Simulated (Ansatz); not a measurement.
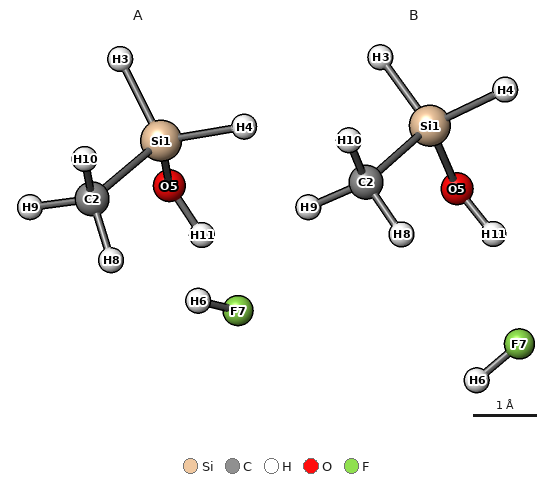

Two geometries of CH$_{7}$FOSi, drawn at one scale. One is the start of a relaxation, the other its converged end. A ball-and-stick model, seen from a free direction.

Theory: Ansatz 0.2.0, RHF/def2-SVP. Set-up: no spin polarisation; force threshold 0.03 eV/Å; at most 50 steps.

Which geometry has the lower energy?

Answer. Structure B is the relaxed one. The run prepares an end point of a later path (reaction) calculation, from a guessed geometry. The energy falls by 0.186 eV in 33 accepted moves (41 points after the start). Largest force component: 0.52 eV/Å at the start, 0.011 eV/Å at the end. The line search rejected the trial steps at points 4, 9, 11, 18, 22, 25, 27, 37 of the run. The forces were under the threshold at step 28, but the run went on from there. The atom that moves furthest after the best rigid fit is H6 (1.57 Å). Largest moves by element: H 1.57 Å, F 0.57 Å, O 0.34 Å, C 0.30 Å, Si 0.27 Å. Near-neighbour distances that change, for instance: H6–F7 0.897 → 0.903 Å, Si1–H4 1.480 → 1.485 Å, Si1–O5 1.648 → 1.653 Å. Bond angles that change, for instance: Si1–C2–H8 120.3° → 110.7°, C2–Si1–H3 106.1° → 110.3°, Si1–C2–H10 107.1° → 111.0°. The run took 48 s on 2 threads of Arm Neoverse V1 (shared host), peak memory 0.17 GiB.
